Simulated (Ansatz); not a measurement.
Partial pair distribution functions of a relaxed model of amorphous Ga$_{24}$O$_{39}$B$_{2}$, broadened by 0.06 Å; density 4.76 g/cm³. These are PBE, scalar-relativistic without spin-orbit coupling (plane waves to 420 eV, PAW; Ansatz, a first-principles code) values and carry that method's errors.

A CHGNet melt-quench gave the starting glass, which DFT then relaxed. O atoms were pushed apart under 1.9 Å during the dynamics, to hinder bonds among them. The hot cell started wider than the set density and was brought back towards it in steps. It is the lowest in DFT energy of 2 quenches. It is a model cell: composition and starting density were chosen by hand, and all elements were melted together. No dispersion term was used. Its density started from a set value of 4.76 and ended at 4.76 g/cm³. The quench (nominally 330 K/ps over its main leg) was far faster than any real one, so the model tends to hold more defects than a real film. Values belong to this one cell and scatter from quench to quench. The volume was held where the preparation left it and the shape relaxed, at a PBE pressure of 1.4 GPa. Stress components on the final sampling reach 1.5 GPa.

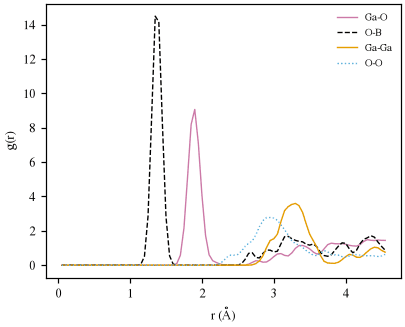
*Partial pair distribution functions*

Highest peaks under 4.5 Å: Ga-O near 1.90 Å, O-B near 1.35 Å, Ga-Ga near 3.30 Å, O-O near 2.90 Å; pairs of few atoms are noisy.

Within 2.30 Å each Ga has 4.29 O neighbours on average.
